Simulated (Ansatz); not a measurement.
**Run report: CH₆O₃Si, molecular dynamics (part 3 of 3)**

The same run, continued: CH₆O₃Si; RKS B3LYP/STO-3G (Ansatz 0.2.0). It belongs to a series of runs on one base structure; here: dynamics from the start.

Geometry of the input (Å):
```
Si -0.0555  -0.1076  0.1680
C  0.0160  0.0220  2.0374
H  -0.9893  0.0642  2.4753
H  0.5420  -0.8333  2.4798
H  0.5475  0.9327  2.3411
O  1.4853  0.1236  -0.5285
H  1.5372  -0.6079  -1.2412
O  -1.1526  1.1124  -0.2973
H  -1.1012  1.1396  -1.3184
O  -0.5142  -1.6374  -0.4452
H  -1.4079  -1.8569  -0.0026
```

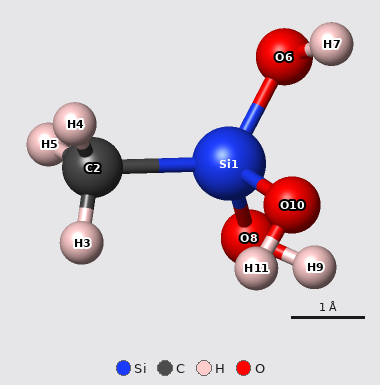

Figure 1. The geometry at step 78 of the log (ball-and-stick view, seen at a tilt; atoms are numbered from 1 in the order of the input).

## Trajectory as extended XYZ, continued
```
11
Properties=species:S:1:pos:R:3:forces:R:3 step=55 time_fs=13.8 energy=-14964.33205 temperature=392.8
Si   -0.0183   -0.0781    0.2064   -1.0626   0.3985  -1.2269
C    -0.0959   -0.0201    2.0665   -2.2217  -0.8301   0.9329
H    -1.2159   -0.1642    2.4365    2.7092   0.2175  -0.9567
H     0.5010   -0.8981    2.4190   -0.3416   0.9222   0.3575
H     0.2374    0.9358    2.4897    0.3493  -0.2266   0.1618
O     1.4975    0.1559   -0.5882   -0.0927  -0.8641   0.0897
H     1.6218   -0.7347   -1.1158   -0.1427   0.6651   0.4731
O    -1.0835    1.1605   -0.4322    0.4535  -1.1168   0.2762
H    -1.3471    0.6811   -1.3079   -0.0672   0.4630  -0.0074
O    -0.5274   -1.6280   -0.3489    0.2655   0.1326  -0.2328
H    -1.4273   -1.8441    0.0858    0.1511   0.2387   0.1326
11
Properties=species:S:1:pos:R:3:forces:R:3 step=58 time_fs=14.5 energy=-14964.37635 temperature=415.7
Si   -0.0173   -0.0746    0.2054   -1.0651   0.2239  -1.0236
C    -0.1031   -0.0251    2.0733   -1.3350  -0.1012   0.7786
H    -1.2025   -0.1709    2.4132    2.0131   0.1315  -0.6227
H     0.4994   -0.8941    2.4432   -0.3820   0.9593   0.2490
H     0.2215    0.9536    2.4986    0.1389  -0.8368  -0.0850
O     1.4933    0.1564   -0.5882    0.2182  -1.4269  -0.3605
H     1.6341   -0.7536   -1.1151   -0.3056   1.3094   0.8748
O    -1.0804    1.1629   -0.4369    0.3540  -1.1867   0.1018
H    -1.3579    0.6706   -1.3072    0.0047   0.5656   0.1844
O    -0.5256   -1.6273   -0.3447    0.3863   0.2154  -0.2889
H    -1.4218   -1.8321    0.0943   -0.0273   0.1466   0.1922
11
Properties=species:S:1:pos:R:3:forces:R:3 step=60 time_fs=15.0 energy=-14964.40239 temperature=415.6
Si   -0.0170   -0.0722    0.2047   -1.0270   0.1111  -0.8960
C    -0.1081   -0.0288    2.0778   -0.5571   0.4773   0.5487
H    -1.1879   -0.1744    2.3936    1.2829   0.0402  -0.3174
H     0.4962   -0.8881    2.4592   -0.3462   0.8754   0.2077
H     0.2127    0.9635    2.5050    0.0037  -1.1949  -0.2366
O     1.4909    0.1561   -0.5881    0.3677  -1.5905  -0.5156
H     1.6415   -0.7616   -1.1117   -0.3798   1.5209   1.0039
O    -1.0785    1.1642   -0.4403    0.3071  -1.1964   0.0559
H    -1.3647    0.6646   -1.3056    0.0314   0.5982   0.2408
O    -0.5244   -1.6269   -0.3423    0.4500   0.2718  -0.3160
H    -1.4180   -1.8241    0.1007   -0.1327   0.0868   0.2246
11
Properties=species:S:1:pos:R:3:forces:R:3 step=62 time_fs=15.5 energy=-14964.41418 temperature=428.8
Si   -0.0169   -0.0697    0.2038   -0.9807   0.0047  -0.7673
C    -0.1130   -0.0327    2.0823    0.3823   1.0082   0.2205
H    -1.1701   -0.1784    2.3732    0.3371  -0.0814   0.0315
H     0.4931   -0.8803    2.4758   -0.2917   0.7494   0.1723
H     0.2041    0.9694    2.5107   -0.1009  -1.4312  -0.3435
O     1.4884    0.1557   -0.5880    0.4780  -1.6174  -0.5818
H     1.6471   -0.7656   -1.1066   -0.4223   1.5876   1.0442
O    -1.0766    1.1660   -0.4435    0.2449  -1.2204  -0.0211
H    -1.3721    0.6599   -1.3049    0.0749   0.6457   0.3336
O    -0.5234   -1.6263   -0.3401    0.5109   0.3216  -0.3460
H    -1.4139   -1.8172    0.1070   -0.2325   0.0331   0.2575
11
Properties=species:S:1:pos:R:3:forces:R:3 step=65 time_fs=16.2 energy=-14964.39716 temperature=450.0
Si   -0.0172   -0.0659    0.2024   -0.8876  -0.1190  -0.5606
C    -0.1203   -0.0380    2.0897    2.0728   1.6717  -0.4424
H    -1.1410   -0.1841    2.3453   -1.4529  -0.3201   0.5923
H     0.4882   -0.8651    2.5020   -0.1783   0.5052   0.1324
H     0.1913    0.9715    2.5158   -0.1971  -1.5371  -0.3998
O     1.4841    0.1548   -0.5877    0.5602  -1.3437  -0.4895
H     1.6545   -0.7628   -1.0932   -0.4169   1.3630   0.9159
O    -1.0736    1.1688   -0.4485    0.1911  -1.2004  -0.0302
H    -1.3809    0.6565   -1.3031    0.1044   0.6572   0.3692
O    -0.5224   -1.6248   -0.3367    0.5270   0.3688  -0.3598
H    -1.4088   -1.8038    0.1201   -0.3227  -0.0455   0.2725
11
Properties=species:S:1:pos:R:3:forces:R:3 step=68 time_fs=17.0 energy=-14964.32367 temperature=423.1
Si   -0.0174   -0.0619    0.2000   -0.7968  -0.2165  -0.3249
C    -0.1272   -0.0427    2.0967    3.8511   2.1384  -1.1472
H    -1.1164   -0.1906    2.3185   -3.3799  -0.5889   1.1023
H     0.4819   -0.8493    2.5295   -0.0627   0.2487   0.0895
H     0.1787    0.9657    2.5187   -0.2463  -1.4041  -0.3654
O     1.4801    0.1534   -0.5872    0.5504  -0.7887  -0.2395
H     1.6594   -0.7534   -1.0758   -0.3278   0.8426   0.6234
O    -1.0710    1.1721   -0.4533    0.1935  -1.1275   0.0755
H    -1.3896    0.6546   -1.2976    0.0818   0.6061   0.2804
O    -0.5216   -1.6232   -0.3337    0.4097   0.3772  -0.3145
H    -1.4059   -1.7918    0.1344   -0.2730  -0.0874   0.2204
11
Properties=species:S:1:pos:R:3:forces:R:3 step=70 time_fs=17.5 energy=-14964.27492 temperature=373.4
Si   -0.0174   -0.0592    0.1977   -0.7508  -0.2794  -0.1460
C    -0.1307   -0.0457    2.1016    4.6237   2.2008  -1.5741
H    -1.1079   -0.1982    2.3031   -4.2752  -0.7228   1.3084
H     0.4789   -0.8398    2.5467   -0.0010   0.0986   0.0610
H     0.1699    0.9568    2.5186   -0.2352  -1.1328  -0.2598
O     1.4774    0.1525   -0.5871    0.5102  -0.2933  -0.0154
H     1.6626   -0.7445   -1.0634   -0.2314   0.3668   0.3651
O    -1.0692    1.1743   -0.4563    0.2042  -1.0516   0.1700
H    -1.3961    0.6555   -1.2936    0.0575   0.5493   0.1964
O    -0.5206   -1.6221   -0.3317    0.3114   0.3669  -0.2811
H    -1.4034   -1.7860    0.1442   -0.2133  -0.1026   0.1755
11
Properties=species:S:1:pos:R:3:forces:R:3 step=72 time_fs=18.0 energy=-14964.26301 temperature=350.6
Si   -0.0175   -0.0567    0.1949   -0.6873  -0.3353   0.0230
C    -0.1331   -0.0481    2.1058    4.7200   1.8733  -1.8761
H    -1.1085   -0.2076    2.2921   -4.4921  -0.7605   1.3486
H     0.4771   -0.8347    2.5618    0.0030   0.0427  -0.0008
H     0.1605    0.9430    2.5165   -0.1582  -0.6647  -0.0659
O     1.4748    0.1515   -0.5873    0.4447   0.2685   0.2354
H     1.6681   -0.7339   -1.0532   -0.1269  -0.1676   0.0915
O    -1.0674    1.1761   -0.4587    0.2330  -0.9416   0.3042
H    -1.4021    0.6578   -1.2884    0.0110   0.4637   0.0641
O    -0.5191   -1.6210   -0.3292    0.1592   0.3309  -0.2280
H    -1.4022   -1.7797    0.1537   -0.1065  -0.1092   0.1039
11
Properties=species:S:1:pos:R:3:forces:R:3 step=75 time_fs=18.8 energy=-14964.30636 temperature=363.5
Si   -0.0178   -0.0527    0.1908   -0.6127  -0.4256   0.2535
C    -0.1353   -0.0505    2.1115    3.4670   0.9009  -2.1503
H    -1.1282   -0.2298    2.2824   -3.4387  -0.5696   1.1508
H     0.4751   -0.8294    2.5802    0.0095  -0.0012  -0.0836
H     0.1461    0.9213    2.5113   -0.0060   0.2221   0.3214
O     1.4709    0.1505   -0.5876    0.3007   1.1858   0.6430
H     1.6769   -0.7167   -1.0386    0.0692  -1.0440  -0.3473
O    -1.0650    1.1786   -0.4617    0.3046  -0.7438   0.5486
H    -1.4114    0.6619   -1.2788   -0.0895   0.3040  -0.1871
O    -0.5169   -1.6195   -0.3261   -0.0996   0.2769  -0.1234
H    -1.4010   -1.7723    0.1676    0.0957  -0.1055  -0.0256
11
Properties=species:S:1:pos:R:3:forces:R:3 step=78 time_fs=19.5 energy=-14964.33936 temperature=440.6
Si   -0.0182   -0.0481    0.1870   -0.5623  -0.5610   0.4516
C    -0.1364   -0.0525    2.1168    1.2231  -0.3930  -2.3222
H    -1.1668   -0.2554    2.2803   -1.4024  -0.1469   0.8088
H     0.4718   -0.8266    2.5965    0.0266  -0.0377  -0.1490
H     0.1331    0.9007    2.5064    0.1611   1.1926   0.7525
O     1.4670    0.1510   -0.5883    0.1837   1.9113   0.9330
H     1.6860   -0.7035   -1.0261    0.2430  -1.7225  -0.6690
O    -1.0630    1.1811   -0.4640    0.3565  -0.5559   0.7407
H    -1.4204    0.6676   -1.2712   -0.1725   0.1649  -0.3861
O    -0.5137   -1.6188   -0.3233   -0.3173   0.2661  -0.0168
H    -1.3968   -1.7650    0.1833    0.2604  -0.1178  -0.1434
11
Properties=species:S:1:pos:R:3:forces:R:3 step=80 time_fs=20.0 energy=-14964.31836 temperature=428.5
Si   -0.0183   -0.0448    0.1847   -0.5584  -0.6590   0.5799
C    -0.1368   -0.0537    2.1203   -0.2273  -1.2054  -2.4108
H    -1.1969   -0.2752    2.2807   -0.0436   0.1624   0.5985
H     0.4710   -0.8257    2.6052    0.0291  -0.0463  -0.1847
H     0.1235    0.8901    2.5071    0.2412   1.7355   0.9937
O     1.4644    0.1512   -0.5884    0.1918   2.1427   0.9678
H     1.6948   -0.6995   -1.0189    0.2900  -1.9067  -0.7312
O    -1.0619    1.1829   -0.4653    0.3757  -0.4575   0.8196
H    -1.4265    0.6711   -1.2672   -0.2077   0.0995  -0.4692
O    -0.5108   -1.6180   -0.3216   -0.4445   0.2607   0.0496
H    -1.3926   -1.7617    0.1933    0.3535  -0.1258  -0.2132
11
Properties=species:S:1:pos:R:3:forces:R:3 step=82 time_fs=20.5 energy=-14964.27458 temperature=393.0
Si   -0.0182   -0.0412    0.1824   -0.5782  -0.7878   0.7113
C    -0.1369   -0.0549    2.1233   -1.3988  -1.8192  -2.4480
H    -1.2256   -0.2962    2.2828    1.0828   0.4547   0.4229
H     0.4701   -0.8246    2.6142    0.0409  -0.0495  -0.2231
H     0.1143    0.8834    2.5101    0.2690   2.0917   1.1568
O     1.4620    0.1519   -0.5881    0.3250   2.0366   0.8121
H     1.7055   -0.7006   -1.0146    0.2313  -1.7418  -0.6114
O    -1.0606    1.1844   -0.4663    0.3772  -0.3590   0.8710
H    -1.4318    0.6757   -1.2646   -0.2290   0.0456  -0.5257
O    -0.5081   -1.6171   -0.3196   -0.5312   0.2649   0.0960
H    -1.3877   -1.7590    0.2030    0.4112  -0.1362  -0.2619
11
Properties=species:S:1:pos:R:3:forces:R:3 step=85 time_fs=21.2 energy=-14964.19577 temperature=354.8
Si   -0.0182   -0.0355    0.1790   -0.6488  -1.0293   0.8951
C    -0.1366   -0.0574    2.1263   -2.6447  -2.0621  -2.3518
H    -1.2639   -0.3254    2.2886    2.3340   0.8113   0.2106
H     0.4687   -0.8218    2.6246    0.1115  -0.1142  -0.2314
H     0.1022    0.8826    2.5186    0.1908   2.0877   1.1717
O     1.4584    0.1535   -0.5871    0.7317   1.4100   0.3274
H     1.7223   -0.7094   -1.0140   -0.0284  -1.0119  -0.1955
O    -1.0581    1.1871   -0.4672    0.3809  -0.1890   0.9626
H    -1.4385    0.6849   -1.2611   -0.2704  -0.0471  -0.6288
O    -0.5043   -1.6158   -0.3171   -0.5638   0.3098   0.1225
H    -1.3780   -1.7560    0.2165    0.4071  -0.1653  -0.2826
11
Properties=species:S:1:pos:R:3:forces:R:3 step=88 time_fs=22.0 energy=-14964.13643 temperature=331.1
Si   -0.0187   -0.0299    0.1751   -0.7260  -1.2875   1.0743
C    -0.1373   -0.0612    2.1273   -3.0899  -1.5770  -1.9041
H    -1.2900   -0.3484    2.2963    3.0160   1.0018   0.0542
H     0.4720   -0.8221    2.6340    0.0663  -0.0210  -0.3088
H     0.0874    0.8954    2.5316    0.0043   1.3612   0.8760
O     1.4552    0.1564   -0.5857    1.2526   0.5628  -0.2595
H     1.7379   -0.7217   -1.0195   -0.3873  -0.0623   0.3165
O    -1.0557    1.1892   -0.4674    0.3196  -0.0538   0.9469
H    -1.4469    0.6934   -1.2588   -0.2658  -0.0824  -0.6356
O    -0.5007   -1.6146   -0.3145   -0.5539   0.3555   0.1177
H    -1.3668   -1.7542    0.2300    0.3641  -0.1975  -0.2776
11
Properties=species:S:1:pos:R:3:forces:R:3 step=90 time_fs=22.5 energy=-14964.10932 temperature=337.0
Si   -0.0191   -0.0265    0.1724   -0.7687  -1.4332   1.1933
C    -0.1387   -0.0642    2.1269   -3.0700  -1.0756  -1.5033
H    -1.2980   -0.3608    2.3009    3.1966   1.0467  -0.0192
H     0.4765   -0.8229    2.6390   -0.0100   0.0936  -0.3908
H     0.0751    0.9068    2.5436   -0.1176   0.7183   0.5899
O     1.4533    0.1587   -0.5840    1.6106   0.0039  -0.6431
H     1.7477   -0.7316   -1.0221   -0.6281   0.5591   0.6430
O    -1.0540    1.1903   -0.4671    0.2339   0.0051   0.8614
H    -1.4537    0.6990   -1.2583   -0.2255  -0.0660  -0.5696
O    -0.4977   -1.6136   -0.3125   -0.4917   0.3866   0.0741
H    -1.3574   -1.7518    0.2383    0.2705  -0.2384  -0.2359
11
Properties=species:S:1:pos:R:3:forces:R:3 step=92 time_fs=23.0 energy=-14964.09048 temperature=337.7
Si   -0.0196   -0.0233    0.1698   -0.8036  -1.5706   1.3048
C    -0.1405   -0.0673    2.1262   -2.9140  -0.4853  -1.1113
H    -1.2980   -0.3720    2.3050    3.1886   1.0464  -0.0714
H     0.4805   -0.8238    2.6417   -0.0574   0.1856  -0.4498
H     0.0615    0.9192    2.5579   -0.2148   0.0460   0.2747
O     1.4514    0.1608   -0.5823    1.9424  -0.4575  -0.9729
H     1.7578   -0.7406   -1.0240   -0.8458   1.0823   0.9177
O    -1.0521    1.1915   -0.4662    0.1093   0.0347   0.7106
H    -1.4614    0.7045   -1.2586   -0.1490  -0.0148  -0.4397
O    -0.4948   -1.6125   -0.3102   -0.3764   0.4247  -0.0049
H    -1.3462   -1.7494    0.2471    0.1206  -0.2916  -0.1577
11
Properties=species:S:1:pos:R:3:forces:R:3 step=95 time_fs=23.8 energy=-14964.08525 temperature=347.1
Si   -0.0197   -0.0188    0.1658   -0.8588  -1.7767   1.4436
C    -0.1440   -0.0721    2.1246   -2.4701   0.4216  -0.6237
H    -1.2844   -0.3824    2.3122    2.8627   0.9371  -0.1223
H     0.4874   -0.8253    2.6406   -0.1055   0.3205  -0.4962
H     0.0376    0.9391    2.5757   -0.2658  -0.8736  -0.1570
O     1.4489    0.1631   -0.5807    2.3087  -0.8433  -1.2859
H     1.7726   -0.7488   -1.0215   -1.0690   1.5482   1.1592
O    -1.0491    1.1938   -0.4643   -0.1597   0.0003   0.3386
H    -1.4740    0.7134   -1.2626    0.0554   0.1395  -0.0955
O    -0.4898   -1.6117   -0.3065   -0.1475   0.5025  -0.1604
H    -1.3276   -1.7473    0.2598   -0.1503  -0.3760  -0.0004
11
Properties=species:S:1:pos:R:3:forces:R:3 step=98 time_fs=24.5 energy=-14964.10153 temperature=365.8
Si   -0.0201   -0.0146    0.1618   -0.8559  -1.9898   1.6013
C    -0.1485   -0.0770    2.1232   -1.8614   1.2008  -0.3818
H    -1.2586   -0.3910    2.3203    2.1946   0.7433  -0.1323
H     0.4920   -0.8236    2.6378   -0.0625   0.3792  -0.4856
H     0.0107    0.9546    2.5865   -0.2232  -1.4976  -0.4468
O     1.4467    0.1654   -0.5786    2.5025  -0.9023  -1.3989
H     1.7818   -0.7490   -1.0134   -1.1442   1.6610   1.2105
O    -1.0456    1.1946   -0.4620   -0.4643  -0.0121  -0.0564
H    -1.4842    0.7192   -1.2667    0.2604   0.3010   0.2457
O    -0.4852   -1.6113   -0.3033    0.1425   0.6036  -0.3638
H    -1.3077   -1.7423    0.2722   -0.4883  -0.4870   0.2080
11
Properties=species:S:1:pos:R:3:forces:R:3 step=100 time_fs=25.0 energy=-14964.12807 temperature=384.1
Si   -0.0207   -0.0118    0.1590   -0.8291  -2.1320   1.7120
C    -0.1521   -0.0801    2.1221   -1.2482   1.6764  -0.3543
H    -1.2339   -0.3944    2.3257    1.4656   0.5234  -0.0939
H     0.4941   -0.8202    2.6360    0.0030   0.3798  -0.4642
H    -0.0087    0.9604    2.5910   -0.1526  -1.7375  -0.5693
O     1.4452    0.1669   -0.5782    2.5283  -0.7978  -1.3749
H     1.7843   -0.7459   -1.0051   -1.1163   1.5735   1.1563
O    -1.0431    1.1951   -0.4608   -0.6696  -0.0121  -0.3107
H    -1.4897    0.7218   -1.2694    0.3864   0.4053   0.4550
O    -0.4821   -1.6117   -0.3013    0.2214   0.6513  -0.4264
H    -1.2979   -1.7404    0.2803   -0.5890  -0.5303   0.2704
```

## Key numbers

```tsv
quantity	value
outcome	finished
mean temperature over the second half	381 K
trajectory	100 steps, 25 fs
ensemble	nvt_langevin
temperature in the input	700.0 K
time step	0.25 fs
potential energy (last step)	−14964.1283 eV
mean-field energy (last step)	−14964.1283 eV
largest force (length of the vector) (last step)	2.987 eV/Å
wall time	3.9 min
peak memory	0.11 GiB
```

## Remarks

So short a trajectory is not equilibrated. The logged temperature at the start can lie below the typed one, since it is counted over all degrees of freedom. The temperature stays far from the 700 K of the thermostat over the second half: the run isn't equilibrated.
